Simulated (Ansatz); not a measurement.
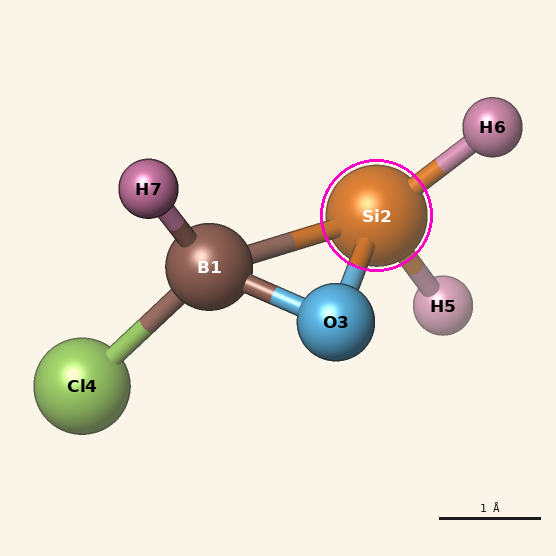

Orthographic view. Distant atoms are faded towards the background colour. The species has charge −1 and is a spin singlet. The computed structure is the end point of a PBE-D4/def2-SVPD optimisation. No frequency run is at hand to confirm it as a minimum.

### Name the neighbours of the circled atom.

The circled atom is Si2; it is bonded to B1, O3, H5, H6.

### Of Si2 and O3, which is nearer the viewer?

O3; the bond to Si2 points away from the viewer, so it looks shorter than its 1.79 Å.

### Which two atoms are farthest apart in space?

Cl4 and H6, 4.84 Å.

### Which atom is farthest from the viewer?

H5, 1.6 Å behind the mean position.
